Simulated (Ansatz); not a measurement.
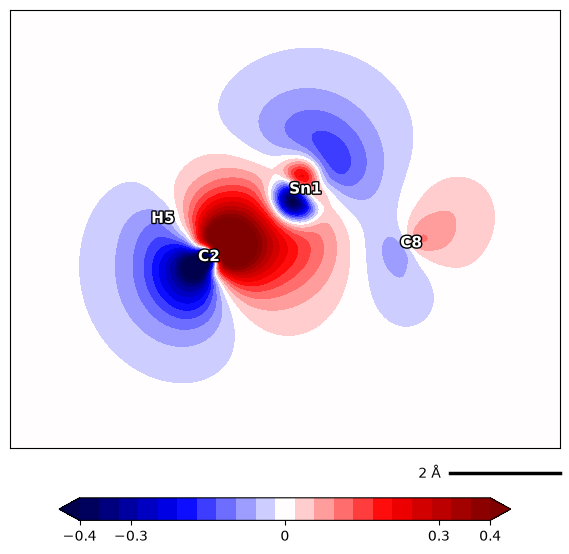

C2H8Sn. The HOMO on the plane of atoms C2, Sn1 and C8 (values in Å⁻³ᐟ²; the overall sign is arbitrary).

Core potentials replace the inner electrons of Sn; not at a stationary point (largest force 1.5 eV/Å).

Theory: RKS BHLYP-D4/def2-SVP (Ansatz 0.2.0).

```yaml
atoms:
  - { symbol: Sn, position_ang: [0.1737, 0.0094, 0.0267] }
  - { symbol: C, position_ang: [1.0326, -0.0469, 1.9837] }
  - { symbol: H, position_ang: [0.4017, -0.1349, 2.8755] }
  - { symbol: H, position_ang: [1.7208, -0.8986, 1.9547] }
  - { symbol: H, position_ang: [1.6324, 0.8647, 2.0582] }
  - { symbol: H, position_ang: [1.8719, 0.1111, -0.2209] }
  - { symbol: H, position_ang: [-0.6868, 1.4308, -0.3653] }
  - { symbol: C, position_ang: [-0.8703, -1.7341, -0.6703] }
  - { symbol: H, position_ang: [-1.4055, -2.1885, 0.1659] }
  - { symbol: H, position_ang: [-1.5941, -1.4541, -1.4393] }
  - { symbol: H, position_ang: [-0.1728, -2.4643, -1.0856] }
```

Describe this orbital and give its energy.

Its weight (Hirshfeld) is mainly on Sn1 (about 35 %), C2 (about 30 %) and H6 (about 20 %). Its energy is −8.35 eV.
